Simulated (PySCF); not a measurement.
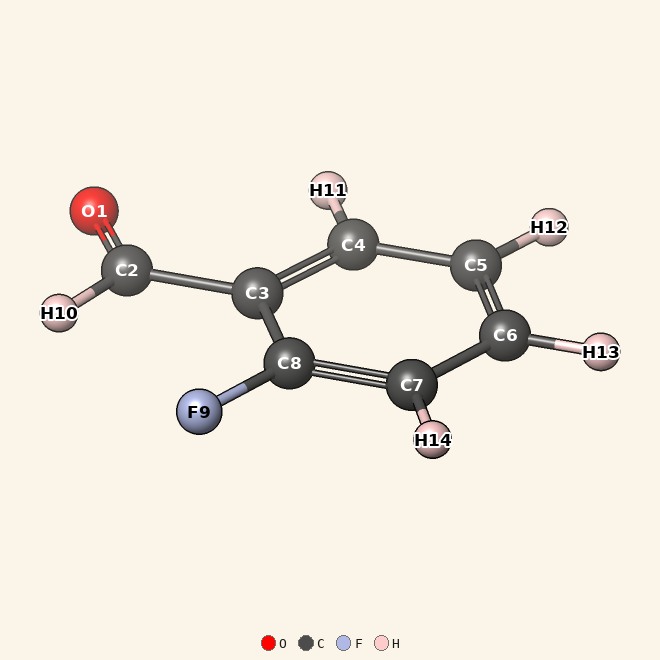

Atoms fade into the background with distance from the viewer. The computed structure is the end point of a GFN2-xTB optimisation. No frequency run is at hand to confirm it as a minimum.

How is the 6-membered ring C3–C4–C5–C6–C7–C8 puckered?

It is planar. The Cremer–Pople amplitude Q is 0.00 Å.

Give the torsion angles round the ring, beginning with the bond from its second to its third atom.

0°, 0°, 0°, 0°, 0°, 0°.
